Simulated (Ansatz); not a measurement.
# C2H8N2Si: a ladder of functionals and wavefunction methods

How much do the methods differ for C2H8N2Si? The plan is to run it at one geometry with functionals of several rungs and with coupled cluster. The yardstick is the atomisation energy at the CCSD(T) limit.

Method: functionals in def2-TZVPP, the program's frozen cores in correlated methods; program: Ansatz 0.2.0, Gaussian basis.

Plan: PBE-D4, r2SCAN-D4, PBE0-D4, B3LYP-D4, ωB97X-V, ωB97M-V, B2PLYP; CCSD(T)/def2-TZVPP; MP2/def2-QZVPP; extrapolation to the limit.

### 1 The geometry

All runs share one geometry, relaxed beforehand with PBE0-D4 in a triple-zeta def2 set.

SMILES `C1NC[SiH2]N1`, 13 atoms, charge 0, spin multiplicity 1.

Atoms are counted from 1 here; the program's logs count them from 0.

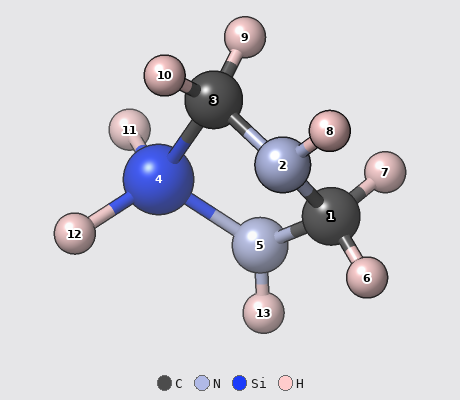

The geometry (carbon dark grey, nitrogen light blue, silicon blue, hydrogen pink); atoms are numbered from 1 in the order of the file.

Geometry (Å):

```csv
atom,x (Å),y (Å),z (Å)
C1,-1.1593,0.6057,0.2590
N2,0.0431,0.6371,1.0810
C3,0.8834,-0.5227,0.7890
Si4,0.7964,-0.5138,-1.0944
N5,-0.7503,0.2425,-1.0839
H6,-1.6307,1.5935,0.2732
H7,-1.8980,-0.1238,0.6414
H8,-0.1977,0.6876,2.0636
H9,0.4953,-1.4754,1.1876
H10,1.8895,-0.3749,1.1865
H11,0.8123,-1.8738,-1.7025
H12,1.8679,0.2773,-1.7646
H13,-1.1315,0.8059,-1.8212
```

### 2 PBE-D4 (GGA)

File in.yaml:

```yaml
crystal:
  periodic: [false, false, false]
  atoms:
    - {symbol: C, position_ang: [-1.159288, 0.605673, 0.259019]}
    - {symbol: N, position_ang: [0.043136, 0.637072, 1.081022]}
    - {symbol: C, position_ang: [0.883397, -0.522701, 0.788984]}
    - {symbol: Si, position_ang: [0.796383, -0.513814, -1.094442]}
    - {symbol: N, position_ang: [-0.750255, 0.242508, -1.083906]}
    - {symbol: H, position_ang: [-1.630745, 1.593532, 0.273244]}
    - {symbol: H, position_ang: [-1.897981, -0.123751, 0.641425]}
    - {symbol: H, position_ang: [-0.197657, 0.687560, 2.063623]}
    - {symbol: H, position_ang: [0.495253, -1.475360, 1.187634]}
    - {symbol: H, position_ang: [1.889457, -0.374859, 1.186450]}
    - {symbol: H, position_ang: [0.812251, -1.873764, -1.702470]}
    - {symbol: H, position_ang: [1.867857, 0.277270, -1.764641]}
    - {symbol: H, position_ang: [-1.131504, 0.805934, -1.821241]}
basis:
  gaussian: {orbitals: def2-TZVPP}
hamiltonian: {xc: pbe, dispersion: d4}
output: {forces: true, orbitals: {seedname: orbitals}}
```

Launch:

```console
ansatz run in.yaml --threads 4 --pin off --events-out ev --progress --plain --max-ram 10444MiB
```

Log (excerpt; [...] marks lines left out):

```text
Functional definition: PBE
  name "PBE"
  cite "Perdew, Burke & Ernzerhof, Phys. Rev. Lett. 77, 3865 (1996) doi:10.1103/PhysRevLett.77.3865"
  parent pbe
[...]
1430 factors; their error is unknown
[...]
mean field -13053.64199439 eV, -479.7124952177 hartree, gradient 2.7e-5 eV, S^2 0.000000; 0 other end points of the search recorded, 0 dependent functions left out
[...]
reference -13053.64203945 eV, -479.7124968735 hartree; 24, 24 occupied and 254, 254 virtual orbitals, 1430 factors
Total energy: -13053.93684030 eV, -479.7233306049 hartree
Atom 0 at    -1.159288     0.605673     0.259019 Å, force    -0.139039     0.049319     0.030520 eV/Å
Atom 1 at     0.043136     0.637072     1.081022 Å, force     0.203975     0.280876    -0.058550 eV/Å
Atom 2 at     0.883397    -0.522701     0.788984 Å, force     0.069111    -0.088825     0.006484 eV/Å
Atom 3 at     0.796383    -0.513814    -1.094442 Å, force     0.210935    -0.102254    -0.120361 eV/Å
Atom 4 at    -0.750255     0.242508    -1.083906 Å, force    -0.088832    -0.116722    -0.075924 eV/Å
Atom 5 at    -1.630745     1.593532     0.273244 Å, force    -0.120520     0.214469     0.008089 eV/Å
Atom 6 at    -1.897981    -0.123751     0.641425 Å, force    -0.195634    -0.174999     0.095995 eV/Å
Atom 7 at    -0.197657     0.687560     2.063623 Å, force    -0.080662     0.030342     0.358488 eV/Å
Atom 8 at     0.495253    -1.475360     1.187634 Å, force    -0.063687    -0.232083     0.079366 eV/Å
Atom 9 at     1.889457    -0.374859     1.186450 Å, force     0.207727     0.015661     0.078048 eV/Å
Atom 10 at     0.812251    -1.873764    -1.702470 Å, force     0.005069    -0.154201    -0.059363 eV/Å
Atom 11 at     1.867857     0.277270    -1.764641 Å, force     0.126679     0.085292    -0.074948 eV/Å
Atom 12 at    -1.131504     0.805934    -1.821241 Å, force    -0.135122     0.193127    -0.267843 eV/Å
Dipole moment:    -0.177698     0.054637     0.148310 e Å
```

It took 3.5 s on 4 threads of Arm Neoverse V1, shared host; peak memory 0.38 GiB.

Atomisation energy: 4850.1 kJ/mol (free atoms -13003.670 eV, run apart). HOMO -5.00 eV, LUMO -0.24 eV.

### 3 r2SCAN-D4 (meta-GGA)

in.yaml, as its differences from that of step 2:

```diff
@@ -18,3 +18,3 @@
   gaussian: {orbitals: def2-TZVPP}
-hamiltonian: {xc: pbe, dispersion: d4}
+hamiltonian: {xc: r2scan, dispersion: d4}
 output: {forces: true, orbitals: {seedname: orbitals}}
```

Same command.

Log (excerpt; [...] marks lines left out):

```text
Functional definition: r2SCAN
  name "r2SCAN"
  cite "Furness, Kaplan, Ning, Perdew & Sun, J. Phys. Chem. Lett. 11, 8208 (2020) doi:10.1021/acs.jpclett.0c02405"
  cite "Furness, Kaplan, Ning, Perdew & Sun, J. Phys. Chem. Lett. 11, 9248 (2020) doi:10.1021/acs.jpclett.0c03077"
  parent r2scan
[...]
1430 factors; their error is unknown
[...]
mean field -13060.65216843 eV, -479.9701143618 hartree, gradient 5.5e-5 eV, S^2 0.000000; 0 other end points of the search recorded, 0 dependent functions left out
[...]
reference -13060.65218175 eV, -479.9701148512 hartree; 24, 24 occupied and 254, 254 virtual orbitals, 1430 factors
Total energy: -13060.72422408 eV, -479.9727623580 hartree
Atom 0 at    -1.159288     0.605673     0.259019 Å, force    -0.252855     0.083952     0.079928 eV/Å
Atom 1 at     0.043136     0.637072     1.081022 Å, force     0.091779     0.241743     0.113682 eV/Å
[...]
Atom 3 at     0.796383    -0.513814    -1.094442 Å, force     0.053934    -0.038141    -0.070849 eV/Å
Atom 4 at    -0.750255     0.242508    -1.083906 Å, force     0.060255    -0.058069    -0.190364 eV/Å
Atom 5 at    -1.630745     1.593532     0.273244 Å, force    -0.008484     0.003017     0.004163 eV/Å
Atom 6 at    -1.897981    -0.123751     0.641425 Å, force    -0.026930    -0.035805     0.018276 eV/Å
Atom 7 at    -0.197657     0.687560     2.063623 Å, force    -0.022158    -0.005614     0.053646 eV/Å
Atom 8 at     0.495253    -1.475360     1.187634 Å, force    -0.008132    -0.030287     0.020346 eV/Å
Atom 9 at     1.889457    -0.374859     1.186450 Å, force    -0.014848    -0.008221     0.018305 eV/Å
Atom 10 at     0.812251    -1.873764    -1.702470 Å, force     0.004992     0.017248     0.010800 eV/Å
Atom 11 at     1.867857     0.277270    -1.764641 Å, force    -0.008521    -0.008477     0.008128 eV/Å
Atom 12 at    -1.131504     0.805934    -1.821241 Å, force    -0.026425     0.023063    -0.019262 eV/Å
Dipole moment:    -0.176933     0.049052     0.144757 e Å
```

It took 6 s on 4 threads of Arm Neoverse V1, shared host; peak memory 0.41 GiB.

With the free atoms at this level, -13011.629 eV in sum, the atomisation energy is 4737.0 kJ/mol. HOMO -5.25 eV, LUMO 0.21 eV.

### 4 PBE0-D4 (hybrid)

in.yaml, as its differences from that of step 3:

```diff
@@ -18,3 +18,3 @@
   gaussian: {orbitals: def2-TZVPP}
-hamiltonian: {xc: r2scan, dispersion: d4}
-output: {forces: true, orbitals: {seedname: orbitals}}
+hamiltonian: {xc: pbe0, dispersion: d4}
+output: {orbitals: {seedname: orbitals}}
```

Launched as before.

Log:

```text
Functional definition: PBE0
  name "PBE0"
  cite "Adamo & Barone, J. Chem. Phys. 110, 6158 (1999) doi:10.1063/1.478522"
  cite "Perdew, Burke & Ernzerhof, Phys. Rev. Lett. 77, 3865 (1996) doi:10.1103/PhysRevLett.77.3865"
  parent pbe
  parameter a = 0.25
  parameter kappa = 0.804
  parameter beta = 0.06672455060314922
  exchange = (1 - a)*pbe_x(kappa = kappa, mu = beta*pi^2/3) + a*exact_x
  correlation = pbe_c(beta = beta)
1433 factors; their error is unknown
mean field evaluation 1: about -13044.4130 eV, gradient 7.1e1 eV
mean field evaluation 2: about -13029.6534 eV, gradient 1.1e2 eV
mean field evaluation 4: about -13054.9887 eV, gradient 3.9e0 eV
mean field evaluation 8: about -13055.0217 eV, gradient 7.5e-2 eV
mean field evaluation 16: about -13055.0336 eV, gradient 7.2e-5 eV
mean field -13055.03356609 eV, -479.7636345341 hartree, gradient 7.2e-5 eV, S^2 0.000000; 0 other end points of the search recorded, 0 dependent functions left out
reference -13055.03359997 eV, -479.7636357793 hartree; 24, 24 occupied and 254, 254 virtual orbitals, 1433 factors
Total energy: -13055.27978007 eV, -479.7726827313 hartree
```

Run time: 3.5 s. Hardware: 4 threads of Arm Neoverse V1, shared host; peak memory 0.71 GiB.

Atomisation energy: 4769.3 kJ/mol (free atoms -13005.849 eV, run apart). HOMO -6.37 eV, LUMO 0.59 eV.

### 5 B3LYP-D4 (hybrid)

B3LYP here takes the VWN-RPA correlation.

in.yaml, as its differences from that of step 4:

```diff
@@ -18,3 +18,3 @@
   gaussian: {orbitals: def2-TZVPP}
-hamiltonian: {xc: pbe0, dispersion: d4}
-output: {orbitals: {seedname: orbitals}}
+hamiltonian: {xc: {name: B3LYP}, dispersion: d4}
+output: {forces: true, orbitals: {seedname: orbitals}}
```

The command is unchanged.

Log (excerpt; [...] marks lines left out):

```text
Functional definition: B3LYP
  name "B3LYP"
  cite "Stephens, Devlin, Chabalowski & Frisch, J. Phys. Chem. 98, 11623 (1994) doi:10.1021/j100096a001"
  cite "Becke, Phys. Rev. A 38, 3098 (1988) doi:10.1103/PhysRevA.38.3098"
  cite "Lee, Yang & Parr, Phys. Rev. B 37, 785 (1988) doi:10.1103/PhysRevB.37.785"
  cite "Vosko, Wilk & Nusair, Can. J. Phys. 58, 1200 (1980) doi:10.1139/p80-159"
[...]
1433 factors; their error is unknown
[...]
mean field -13065.11529194 eV, -480.1341311257 hartree, gradient 1.6e-5 eV, S^2 0.000000; 0 other end points of the search recorded, 0 dependent functions left out
[...]
reference -13065.11557739 eV, -480.1341416157 hartree; 24, 24 occupied and 254, 254 virtual orbitals, 1433 factors
Total energy: -13065.58942545 eV, -480.1515552106 hartree
Atom 0 at    -1.159288     0.605673     0.259019 Å, force    -0.379811     0.146039     0.108465 eV/Å
[...]
Atom 3 at     0.796383    -0.513814    -1.094442 Å, force     0.173506    -0.123405    -0.215503 eV/Å
Atom 4 at    -0.750255     0.242508    -1.083906 Å, force     0.001466     0.003013    -0.266428 eV/Å
Atom 5 at    -1.630745     1.593532     0.273244 Å, force     0.007934    -0.066519     0.000985 eV/Å
Atom 6 at    -1.897981    -0.123751     0.641425 Å, force     0.026180     0.041296    -0.003149 eV/Å
Atom 7 at    -0.197657     0.687560     2.063623 Å, force     0.008338     0.030422     0.003584 eV/Å
Atom 8 at     0.495253    -1.475360     1.187634 Å, force     0.021814     0.046463     0.004126 eV/Å
Atom 9 at     1.889457    -0.374859     1.186450 Å, force    -0.062334    -0.025346    -0.005053 eV/Å
Atom 10 at     0.812251    -1.873764    -1.702470 Å, force     0.004326     0.086381     0.036900 eV/Å
Atom 11 at     1.867857     0.277270    -1.764641 Å, force    -0.064482    -0.051492     0.041391 eV/Å
Atom 12 at    -1.131504     0.805934    -1.821241 Å, force    -0.014531    -0.009465    -0.011130 eV/Å
Dipole moment:    -0.170284     0.039971     0.136535 e Å
```

It took 5.5 s on 4 threads of Arm Neoverse V1, shared host; peak memory 0.86 GiB.

Atomisation energy: 4766.2 kJ/mol (free atoms -13016.192 eV, run apart). HOMO -6.16 eV, LUMO 0.34 eV.

### 6 ωB97X-V (range-separated)

in.yaml, as its differences from that of step 5:

```diff
@@ -18,3 +18,3 @@
   gaussian: {orbitals: def2-TZVPP}
-hamiltonian: {xc: {name: B3LYP}, dispersion: d4}
-output: {forces: true, orbitals: {seedname: orbitals}}
+hamiltonian: {xc: {name: wB97X-V}}
+output: {orbitals: {seedname: orbitals}}
```

Launched as before.

Log (excerpt; [...] marks lines left out):

```text
Functional definition: wB97X-V
  name "wB97X-V"
  cite "Mardirossian & Head-Gordon, Phys. Chem. Chem. Phys. 16, 9904 (2014) doi:10.1039/C3CP54374A"
  cite "Becke, J. Chem. Phys. 107, 8554 (1997) doi:10.1063/1.475007"
  cite "Vydrov & Van Voorhis, J. Chem. Phys. 133, 244103 (2010) doi:10.1063/1.3521275"
[...]
      + integral(e_c_pw_opposite_spin*poly(b97_u_opposite, cos0, cos1)) + vv10(b, c)
1433 factors; their error is unknown
358 factors; integrals over basis functions are off by at most 9.9e-6 eV
[...]
mean field -13061.73969336 eV, -480.0100801659 hartree, gradient 1.6e-5 eV, S^2 0.000000; 0 other end points of the search recorded, 0 dependent functions left out
reference -13061.73969116 eV, -480.0100800849 hartree; 24, 24 occupied and 254, 254 virtual orbitals, 1433 factors
Total energy: -13061.73969116 eV, -480.0100800849 hartree
```

Wall time 8.5 s (4 threads of Arm Neoverse V1, shared host); peak memory 0.88 GiB.

Atomisation energy: 4786.1 kJ/mol (free atoms -13012.136 eV, run apart). HOMO -8.80 eV, LUMO 2.50 eV.

### 7 ωB97M-V (range-separated)

in.yaml, as its differences from that of step 6:

```diff
@@ -18,3 +18,3 @@
   gaussian: {orbitals: def2-TZVPP}
-hamiltonian: {xc: {name: wB97X-V}}
-output: {orbitals: {seedname: orbitals}}
+hamiltonian: {xc: {name: wB97M-V}}
+output: {forces: true, orbitals: {seedname: orbitals}}
```

Launched as before.

Log (excerpt; [...] marks lines left out):

```text
Functional definition: wB97M-V
  name "wB97M-V"
  cite "Mardirossian & Head-Gordon, J. Chem. Phys. 144, 214110 (2016) doi:10.1063/1.4952647"
  cite "Becke, J. Chem. Phys. 107, 8554 (1997) doi:10.1063/1.475007"
  cite "Vydrov & Van Voorhis, J. Chem. Phys. 133, 244103 (2010) doi:10.1063/1.3521275"
  # Of w^i u^j: cxij and so on, Table III.
[...]
  gx(w, u) = 1 - cx + cx01*u + cx10*w
  gss(w, u) = css00 + css04*u^4 + css10*w + css20*w^2 + css43*w^4*u^3
  gos(w, u) = cos00 + cos10*w + (cos20 + cos21*u)*w^2 + (cos60 + cos61*u)*w^6
[...]
      + integral(e_c_pw_mod_opposite_spin*gos(b97_w_opposite, b97_u_opposite)) + vv10(b, c)
1433 factors; their error is unknown
358 factors; integrals over basis functions are off by at most 9.9e-6 eV
[...]
Atom 3 at     0.796383    -0.513814    -1.094442 Å, force     0.161986    -0.095724    -0.095650 eV/Å
Atom 4 at    -0.750255     0.242508    -1.083906 Å, force     0.028196    -0.002896    -0.234342 eV/Å
Atom 5 at    -1.630745     1.593532     0.273244 Å, force     0.039188    -0.093707    -0.005564 eV/Å
Atom 6 at    -1.897981    -0.123751     0.641425 Å, force     0.084465     0.068904    -0.027708 eV/Å
Atom 7 at    -0.197657     0.687560     2.063623 Å, force     0.012029     0.004045    -0.062109 eV/Å
Atom 8 at     0.495253    -1.475360     1.187634 Å, force     0.015361     0.095368    -0.020593 eV/Å
Atom 9 at     1.889457    -0.374859     1.186450 Å, force    -0.081541    -0.016740    -0.030234 eV/Å
Atom 10 at     0.812251    -1.873764    -1.702470 Å, force     0.002958     0.151242     0.067880 eV/Å
Atom 11 at     1.867857     0.277270    -1.764641 Å, force    -0.119605    -0.085260     0.076144 eV/Å
Atom 12 at    -1.131504     0.805934    -1.821241 Å, force     0.000702    -0.016130     0.016233 eV/Å
Dipole moment:    -0.174693     0.036523     0.138980 e Å
```

Run time: 13 s. Hardware: 4 threads of Arm Neoverse V1, shared host; peak memory 1.1 GiB.

With the free atoms at this level, -13012.033 eV in sum, the atomisation energy is 4777.0 kJ/mol. HOMO -8.72 eV, LUMO 2.10 eV.

### 8 B2PLYP (double hybrid)

in.yaml, as its differences from that of step 7:

```diff
@@ -18,3 +18,2 @@
   gaussian: {orbitals: def2-TZVPP}
-hamiltonian: {xc: {name: wB97M-V}}
-output: {forces: true, orbitals: {seedname: orbitals}}
+hamiltonian: {xc: {name: B2PLYP}}
```

Same command.

Log (excerpt; [...] marks lines left out):

```text
Functional definition: B2PLYP
  name "B2PLYP"
  cite "Grimme, J. Chem. Phys. 124, 034108 (2006) doi:10.1063/1.2148954"
  cite "Becke, Phys. Rev. A 38, 3098 (1988) doi:10.1103/PhysRevA.38.3098"
  cite "Lee, Yang & Parr, Phys. Rev. B 37, 785 (1988) doi:10.1103/PhysRevB.37.785"
[...]
1627 factors; integrals over basis functions are off by at most 1.1e-3 eV
[...]
mean field -13048.85995765 eV, -479.5367586086 hartree, gradient 7.1e-6 eV, S^2 0.000000; 0 other end points of the search recorded, 0 dependent functions left out
9 core orbitals not correlated: weight in the atoms' cores, before any rotation towards them, 1.000 or more for the frozen orbitals, at most 0.000 for the correlated occupied ones
reference -13048.86013831 eV, -479.5367652479 hartree; 15, 15 occupied and 254, 254 virtual orbitals, 1627 factors
second order -29.02230704 eV of doubles, -0.00000000 eV of singles
Total energy: -13056.69616121 eV, -479.8247337781 hartree
```

It took 6.5 s on 4 threads of Arm Neoverse V1, shared host; peak memory 0.83 GiB.

With the free atoms at this level, -13007.992 eV in sum, the atomisation energy is 4699.3 kJ/mol.

### 9 Frontier levels by functional

Dipoles come from the runs that computed forces. Levels, from each run's orbital file:

```csv
functional,HOMO (eV),LUMO (eV),gap (eV),dipole (D)
PBE-D4,-5.00,-0.24,4.75,1.14
r2SCAN-D4,-5.25,0.21,5.46,1.12
PBE0-D4,-6.37,0.59,6.95,
B3LYP-D4,-6.16,0.34,6.50,1.07
ωB97X-V,-8.80,2.50,11.29,
ωB97M-V,-8.72,2.10,10.82,1.09
```

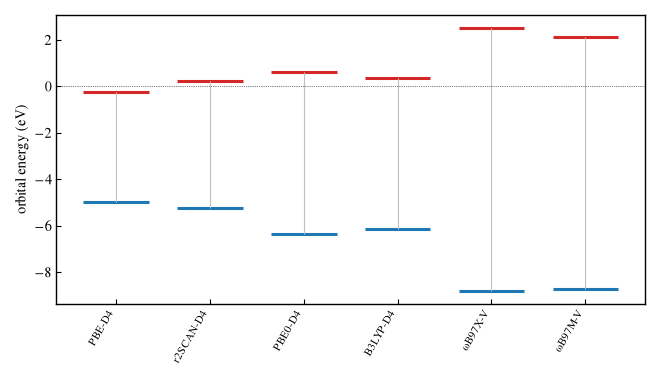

Highest occupied (blue) and lowest empty (red) level by functional.

### 10 CCSD(T) in def2-TZVPP

in.yaml, as its differences from that of step 8:

```diff
@@ -18,2 +18,2 @@
   gaussian: {orbitals: def2-TZVPP}
-hamiltonian: {xc: {name: B2PLYP}}
+correlation: {method: ccsd_t}
```

The command is unchanged.

Log (excerpt; [...] marks lines left out):

```text
Functional definition: HF
  name "HF"
  cite "Fock, Z. Phys. 61, 126 (1930) doi:10.1007/BF01340294"
  parent pbe
[...]
1627 factors; integrals over basis functions are off by at most 1.1e-3 eV
[...]
mean field -13015.52583490 eV, -478.3117521924 hartree, gradient 2.6e-6 eV, S^2 0.000000; 0 other end points of the search recorded, 0 dependent functions left out
9 core orbitals not correlated: weight in the atoms' cores, before any rotation towards them, 1.000 or more for the frozen orbitals, at most 0.000 for the correlated occupied ones
reference -13015.52583490 eV, -478.3117521924 hartree; 15, 15 occupied and 254, 254 virtual orbitals, 1627 factors
second order -23.98940167 eV of doubles, -0.00000000 eV of singles
cycle   1  -24.50394235 eV  change   -5.1e-1 eV  update   9.9e-2
[...]
cycle   9  -25.19757917 eV  change   -1.5e-5 eV  update   1.9e-5
perturbative correction -1.02428972 eV, -0.0376419531 hartree
Total energy: -13041.74770380 eV, -479.2753881004 hartree
```

Wall time 3.8 min (4 threads of Arm Neoverse V1, shared host); peak memory 7.9 GiB.

### 11 MP2 in def2-QZVPP

in.yaml, as its differences from that of step 10:

```diff
@@ -17,3 +17,3 @@
 basis:
-  gaussian: {orbitals: def2-TZVPP}
-correlation: {method: ccsd_t}
+  gaussian: {orbitals: "def2-QZVPP.json"}
+correlation: {method: mp2}
```

The command is unchanged.

Log:

```text
Functional definition: HF
  name "HF"
  cite "Fock, Z. Phys. 61, 126 (1930) doi:10.1007/BF01340294"
  parent pbe
  exchange = exact_x
  correlation = 0
3202 factors; integrals over basis functions are off by at most 8.3e-4 eV
mean field evaluation 1: about -13010.9291 eV, gradient 4.5e1 eV
mean field evaluation 2: about -13011.0899 eV, gradient 4.5e1 eV
mean field evaluation 4: about -13015.9487 eV, gradient 4.7e0 eV
mean field evaluation 8: about -13016.0262 eV, gradient 2.3e-1 eV
mean field -13016.02641746 eV, -478.3301482621 hartree, gradient 2.4e-6 eV, S^2 0.000000; 0 other end points of the search recorded, 0 dependent functions left out
9 core orbitals not correlated: weight in the atoms' cores, before any rotation towards them, 1.000 or more for the frozen orbitals, at most 0.000 for the correlated occupied ones
reference -13016.02641746 eV, -478.3301482621 hartree; 15, 15 occupied and 514, 514 virtual orbitals, 3202 factors
second order -25.63638026 eV of doubles, -0.00000000 eV of singles
Total energy: -13041.66279772 eV, -479.2722678598 hartree
```

It took 30 s on 4 threads of Arm Neoverse V1, shared host; peak memory 4.3 GiB.

The pieces so far (eV):

```csv
basis,HF,MP2 correlation,CCSD correlation,(T),total
def2-TZVPP,-13015.5258,-23.9894,-25.1976,-1.0243,-13041.7477
def2-QZVPP,-13016.0264,-25.6364,,,-13041.6628 (MP2)
```

The report of the def2-TZVPP run gives T1 = 0.0105.

### 12 The basis-set limit

This step is arithmetic on the last runs, with X = 3 and 4: exp(−7.88√X) for Hartree-Fock, X^−2.97 for correlation; only MP2 was run in the larger set, so CCSD(T) minus MP2 is added from the smaller one.

```csv
level,energy at the limit (eV)
HF,-13016.0954
MP2,-13042.9517
CCSD,-13044.1599
CCSD(T),-13045.1842
```

### 13 All levels against the reference

Atomisation energy = energies of 2 C, 2 N, 1 Si, 8 H (separate runs, same level) minus the molecule's; electronic only, no spin-orbit term.

```csv
method,rung,atomisation energy (kJ/mol),from CCSD(T)/CBS (kJ/mol),time
PBE-D4,GGA,4850.1,+101.5,3.5 s
r2SCAN-D4,meta-GGA,4737.0,-11.6,6 s
PBE0-D4,hybrid,4769.3,+20.7,3.5 s
B3LYP-D4,hybrid,4766.2,+17.6,5.5 s
ωB97X-V,range-separated,4786.1,+37.5,8.5 s
ωB97M-V,range-separated,4777.0,+28.4,13 s
B2PLYP,double hybrid,4699.3,-49.3,6.5 s
HF/def2-TZVPP,wavefunction,3339.6,-1409.0,
MP2/def2-TZVPP,wavefunction,4661.8,-86.8,
CCSD/def2-TZVPP,wavefunction,4538.7,-209.9,
CCSD(T)/def2-TZVPP,wavefunction,4608.5,-140.1,3.8 min
MP2/CBS,wavefunction,4801.9,+53.3,
CCSD(T)/CBS,wavefunction,4748.6,0,4.3 min
```

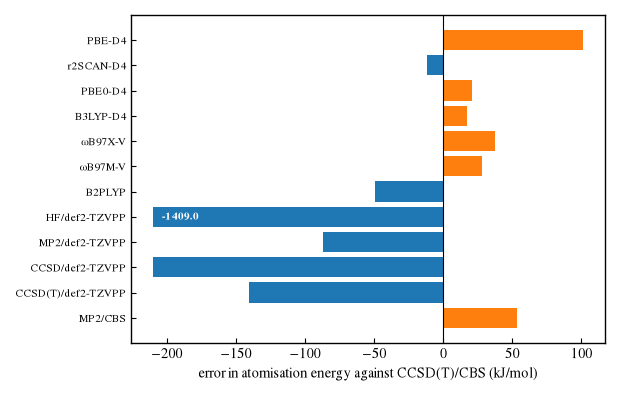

Deviations from CCSD(T)/CBS, method by method. Bars with a number in them are cut short.

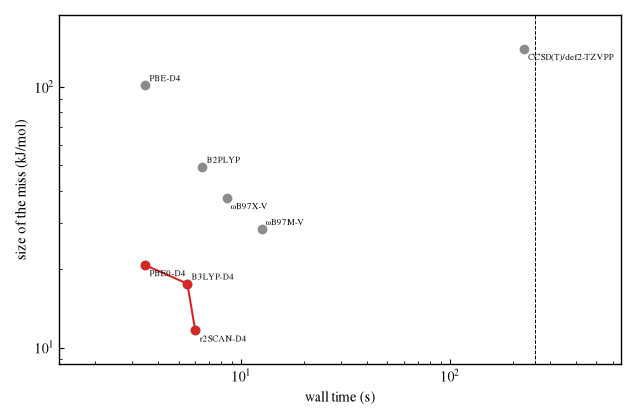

Accuracy for the time spent; red marks the levels that beat every quicker one drawn (of those quicker than the yardstick), and the dashed line is the time of CCSD(T)/CBS. Times are from a shared host.

B2PLYP carry no dispersion term (for B3LYP, D4 adds 45.7 kJ/mol).

Times are those of the molecule's run; HF, MP2 and CCSD come out of the CCSD(T) runs, and the limit's time is the sum of the runs that it needs.

### 14 Summary of results

| quantity | value |
| --- | --- |
| atomisation energy, CCSD(T)/CBS | 4748.6 kJ/mol |
| functionals within 23.7 kJ/mol (0.5 %) | r2SCAN-D4, PBE0-D4, B3LYP-D4 |
| farthest | PBE-D4 (+101.5 kJ/mol) |
| mean size of error, hybrid | 19.1 kJ/mol |
| mean size of error, range-separated | 33.0 kJ/mol |
| gap, smallest and largest | 4.75 eV (PBE-D4), 11.29 eV (ωB97X-V) |
| T1 diagnostic | 0.0105 |
| triples share of the correlation energy | 3.9 % |

In words: PBE-D4 is off by +101.5 kJ/mol. Double hybrids carry the basis error of their MP2 part in triple zeta, and no dispersion term here, so their miss is partly the set-up's. Misses under about 23.7 kJ/mol are within the doubt on the reference itself, which lacks core-valence correlation, relativity and higher excitations. Hartree-Fock recovers 70 % of the binding; the rest is correlation. Orbital gaps span 4.8 to 11.3 eV; exact exchange widens them.

r2SCAN-D4 reaches 11.6 kJ/mol from the reference in 6 s, where CCSD(T)/CBS took 4.3 min; the quickest level in the cost chart, PBE0-D4, takes 3.5 s and misses by 20.7 kJ/mol.
